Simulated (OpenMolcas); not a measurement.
**Geometry relaxation of N$_{2}$ (part 2 of 4)**

Continued. System: N$_{2}$, SMILES N#N. Method: HF/3-21G, RHF (OpenMolcas 26.06). The geometry comes from this level: PBE0-D4/def2-TZVP.

Geometry of the input (Å):
```
N  0.4655  -0.1503  0.2398
N  -0.4655  0.1503  -0.2398
```

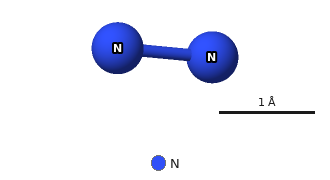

Figure 1. The starting structure (ball-and-stick view, seen at a tilt).

**The program's output, continued**
```
       +----------------------------------+----------------------------------+
       +    Cartesian Displacements       +    Gradient in internals         +
       +  Value      Threshold Converged? +  Value      Threshold Converged? +
 +-----+----------------------------------+----------------------------------+
 + RMS + 1.7760E-03  1.2000E-03     No    + 9.1466E-03  3.0000E-04     No    +
 +-----+----------------------------------+----------------------------------+
 + Max + 1.7760E-03  1.8000E-03     Yes   + 6.4676E-03  4.5000E-04     No    +
 +-----+----------------------------------+----------------------------------+

 Convergence not reached yet!

*****************************************************************************************************************
*****************************************************************************************************************

++ Geometry section

********************************************************************************
  Geometrical information of the new structure
********************************************************************************

 *********************************************************
 * Nuclear coordinates for the next iteration / bohr     *
 *********************************************************
  ATOM              X               Y               Z
  N1               0.874239       -0.282273        0.450360
  N2              -0.874239        0.282273       -0.450360

 *********************************************************
 * Nuclear coordinates for the next iteration / angstrom *
 *********************************************************
  ATOM              X               Y               Z
  N1               0.462628       -0.149373        0.238320
  N2              -0.462628        0.149373       -0.238320

--
--- Stop Module: slapaf /rc=_RC_CONTINUE_LOOP_ ---

>>> END DO

--- Start Module: seward ---
--- Stop Module: seward /rc=_RC_ALL_IS_WELL_ ---

--- Start Module: scf ---
--- Stop Module: scf /rc=_RC_ALL_IS_WELL_ ---

--- Start Module: slapaf ---
--- Stop Module: slapaf /rc=_RC_INVOKED_OTHER_MODULE_ ---

--- Start Module: alaska ---
--- Stop Module: alaska /rc=_RC_ALL_IS_WELL_ ---

--- Start Module: slapaf ---

**********************************************************************************************************************
*                                    Energy Statistics for Geometry Optimization                                     *
**********************************************************************************************************************
                       Energy     Grad      Grad              Step                 Estimated   Geom       Hessian
Iter      Energy       Change     Norm      Max    Element    Max     Element     Final Energy Update Update   Index
  1   -108.30080999  0.00000000 0.031696 -0.022412 nrc001  -0.016257  nrc001     -108.30099217 RS-RFO  None      0
  2   -108.30094210 -0.00013211 0.009147  0.006468 nrc001   0.003552  nrc001     -108.30095356 RS-RFO  BFGS      0
  3   -108.30095356 -0.00001146 0.000001  0.000001 nrc001   0.000000  nrc001     -108.30095356 RS-RFO  BFGS      0

       +----------------------------------+----------------------------------+
       +    Cartesian Displacements       +    Gradient in internals         +
       +  Value      Threshold Converged? +  Value      Threshold Converged? +
 +-----+----------------------------------+----------------------------------+
 + RMS + 1.5770E-07  1.2000E-03     Yes   + 8.0144E-07  3.0000E-04     Yes   +
 +-----+----------------------------------+----------------------------------+
 + Max + 1.5680E-07  1.8000E-03     Yes   + 5.6671E-07  4.5000E-04     Yes   +
 +-----+----------------------------------+----------------------------------+

 Geometry is converged in   3 iterations to a Minimum Structure

*****************************************************************************************************************
*****************************************************************************************************************

++ Geometry section

********************************************************************************
  Geometrical information of the final structure
********************************************************************************

  NOTE: on convergence the final predicted structure will be printed here.
  This is not identical to the structure printed in the head of the output.

 *********************************************************
 * Nuclear coordinates of the final structure / bohr     *
 *********************************************************
  ATOM              X               Y               Z
  N1               0.874239       -0.282273        0.450360
  N2              -0.874239        0.282273       -0.450360

 *********************************************************
 * Nuclear coordinates of the final structure / angstrom *
 *********************************************************
  ATOM              X               Y               Z
  N1               0.462628       -0.149373        0.238320
  N2              -0.462628        0.149373       -0.238320

                    ***************************************
                    *    InterNuclear Distances / bohr    *
                    ***************************************

               1 N1            2 N2
    1 N1       0.000000
    2 N2       2.046262        0.000000

                    *******************************************
                    *    InterNuclear Distances / angstrom    *
                    *******************************************

               1 N1            2 N2
    1 N1       0.000000
    2 N2       1.082835        0.000000
--
--- Stop Module: slapaf /rc=_RC_INVOKED_OTHER_MODULE_ ---

--- Start Module: last_energy ---

                                            &LAST_ENERGY

                       available to each process: 1.9 GB of memory, 1 thread

    Geometry read from RUNFILE

               SEWARD will generate:
                  Multipole Moment integrals up to order  2
                  Kinetic Energy integrals
                  Nuclear Attraction integrals (point charge)
                  One-Electron Hamiltonian integrals
                  Velocity integrals
                  Orbital angular momentum around (  0.0000   0.0000   0.0000 )
                  Velocity quadrupole around (  0.0000   0.0000   0.0000 )
                  Two-Electron Repulsion integrals

                   Integrals are discarded if absolute value <: 1.00E-14
                   Integral cutoff threshold is set to       <: 1.00E-16

            Nuclear Potential Energy             23.94610348 au

      Basis set specifications :
      Symmetry species         a
      Basis functions           18

++    Input section:
      --------------

      Header of the integral files:

      Cartesian coordinates in angstrom:
      -----------------------------------------------------
      No.  Label        X            Y            Z
      -----------------------------------------------------
       1   N1         0.46262759  -0.14937256   0.23832029
       2   N2        -0.46262759   0.14937256  -0.23832029
      -----------------------------------------------------
      Nuclear repulsion energy =   23.94610348
--

++    Orbital specifications:
      -----------------------

      Symmetry species               1
                                     a
      Frozen orbitals                0
      Occupied orbitals              7
      Secondary orbitals            11
      Deleted orbitals               0
      Total number of orbitals      18
      Number of basis functions     18
--

      Molecular charge                           0.000

++    Optimization specifications:
      ----------------------------

      SCF Algorithm: Conventional
      Minimized density differences are used
      Number of density matrices in core                 5
      Maximum number of NDDO SCF iterations            400
      Maximum number of HF SCF iterations              400
      Threshold for SCF energy change             1.00E-09
      Threshold for density matrix                1.00E-04
      Threshold for Fock matrix                   1.50E-04
      Threshold for linear dependence             1.00E-09
      Threshold at which DIIS is turned on        1.50E-01
      Maximum depth in the DIIS procedure                5
      Maximum depth in the BFGS Hessian update          30
      Threshold at which QNR/C2DIIS is turned on  7.50E-02
      Threshold for Norm(delta) (QNR/C2DIIS)      1.00E-03
      All orbitals punched on: SCFORB
--

      Detected old SCF orbitals

++ Convergence information
                                   SCF        iterations: Energy and convergence statistics

Iter     Tot. SCF        One-elec.       Two-elec.     Energy      Max Dij or  Max Fij      DNorm      TNorm      AccCon     Time
         Energy          Energy          Energy        Change      Delta Norm                                                in Sec.
   1  -108.300953559  -193.791871950    61.544814906   0.00E+00    6.55E-07    5.16E-07     5.03E+00   4.05E+01   None         0.
   2  -108.300953559  -193.791876247    61.544819203  -7.96E-13    1.73E-07    8.20E-08     4.55E-06   4.05E+01   EDIIS        0.

       Convergence after   2 Iterations
--

 *****************************************************************************************************************************
 *                                             SCF/KS-DFT Program, Final results                                             *
 *                                                       Final Results                                                       *
 *****************************************************************************************************************************

::    Total SCF energy                               -108.3009535594
      One-electron energy                            -193.7918762472
      Two-electron energy                              61.5448192034
      Nuclear repulsion energy                         23.9461034844
      Kinetic energy (interpolated)                   108.0863193345
      Virial theorem                                    1.0019857668
      Total spin, S(S+1)                                0.0000000000
      Total spin, S                                     0.0000000000
      Max non-diagonal density matrix element           0.0000001734
      Max non-diagonal Fock matrix element              0.0000000820

      No orbitals printed

++    Molecular charges:
      ------------------

      Mulliken charges per centre
      ---------------------------

                N1      N2
      Total    7.0000  7.0000

      N-E      0.0000 -0.0000

      Total electronic charge=   14.000000

      Total            charge=   -0.000000
--

++    Molecular properties:
      ---------------------

      Charge (e):
                      =   -0.0000
      Dipole Moment (debye):
      Origin of the operator (angstrom)=    0.0000    0.0000    0.0000
                   X= -5.2629E-14               Y=  2.4339E-14               Z= -2.9983E-14           Total=  6.5277E-14
      Quadrupole Moment (debye*angstrom):
      Origin of the operator (angstrom)=    0.0000    0.0000    0.0000
                  XX= -1.1670E+01              XY=  5.3875E-01              XZ= -8.5956E-01              YY= -1.0175E+01
                  YZ=  2.7753E-01              ZZ= -1.0444E+01
      In traceless form (debye*angstrom)
                  XX= -1.3602E+00              XY=  8.0812E-01              XZ= -1.2893E+00              YY=  8.8174E-01
                  YZ=  4.1630E-01              ZZ=  4.7847E-01
--

--- Stop Module: last_energy /rc=_RC_ALL_IS_WELL_ ---

>>> END DO

>>> COPY run.Opt.xyz final.xyz

>>> COPY run.slapaf.h5 final.slapaf.h5

--- Start Module: mckinley ---

                                             &MCKINLEY

                       available to each process: 1.9 GB of memory, 1 thread

                     Threshold for contributions to the gradient or Hessian: 1.000E-07

 **************************************************************************************************************************
 *                 All data is written to disk, and could be accessed through the MCLR or RASSI program.                  *
 **************************************************************************************************************************
--- Stop Module: mckinley /rc=_RC_INVOKED_OTHER_MODULE_ ---

--- Start Module: mclr ---

                                               &MCLR

                       available to each process: 1.9 GB of memory, 1 thread

 Ordinary integral handling
 OrdInt status: non-squared

++   Wave function specifications:
     -----------------------------
     Wavefunction type:                          SCF
     Number of irreducible symmetry groups       1
     Number of basis functions                  18
     Number of occupied orbitals                 7
     SCF energy =                  -108.3009535594
--

     Convergence threshold=               1.0000E-04
     Max number of iterations in PCG:            200

++   Perturbation specifications:
     ----------------------------

     Number of perturbations in each symmetry      9
     Type of perturbation:                         Hessian
--

++   Perturbations:
     --------------

     -------------------------------------
      No.    Symmetry    Center Direction
     -------------------------------------
       1       a            N1         x
       2       a            N1         y
       3       a            N1         z
       4       a            N2         x
       5       a            N2         y
       6       a            N2         z
       7       a            MLTPL  1 X
       8       a            MLTPL  1 Y
       9       a            MLTPL  1 Z
     -------------------------------------
--

     Linear response function is computed for Restricted Hartree-Fock wavefunction

 Process perturbation number                     1
        Iteration         Delta     Res(kappa) Res(CI)
            1          0.0081712   1.3306825   0.0000000   0.0000000   0.2057256
            2          0.0000249   0.0780572   0.0000000   0.0000000   0.0006269
            3          0.0000003   0.0081353   0.0000000   0.0000000   0.0000075
            4          0.0000000   0.0005294   0.0000000   0.0000000   0.0000000
      Perturbation no:    1 converged in    4 steps.

 Process perturbation number                     2
        Iteration         Delta     Res(kappa) Res(CI)
            1          0.0056260   0.6229952   0.0000000   0.0000000   0.0638280
            2          0.0000298   0.0528454   0.0000000   0.0000000   0.0003379
            3          0.0000004   0.0084237   0.0000000   0.0000000   0.0000042
            4          0.0000000   0.0002383   0.0000000   0.0000000   0.0000000
      Perturbation no:    2 converged in    4 steps.

 Process perturbation number                     3
        Iteration         Delta     Res(kappa) Res(CI)
            1          0.0064595   0.7977750   0.0000000   0.0000000   0.0893563
            2          0.0000381   0.0624414   0.0000000   0.0000000   0.0005266
            3          0.0000004   0.0093589   0.0000000   0.0000000   0.0000058
            4          0.0000000   0.0003066   0.0000000   0.0000000   0.0000000
      Perturbation no:    3 converged in    4 steps.

 Process perturbation number                     4
        Iteration         Delta     Res(kappa) Res(CI)
            1          0.0081712   1.3306825   0.0000000   0.0000000   0.2057256
            2          0.0000249   0.0780572   0.0000000   0.0000000   0.0006269
            3          0.0000003   0.0081353   0.0000000   0.0000000   0.0000075
            4          0.0000000   0.0005294   0.0000000   0.0000000   0.0000000
      Perturbation no:    4 converged in    4 steps.
```
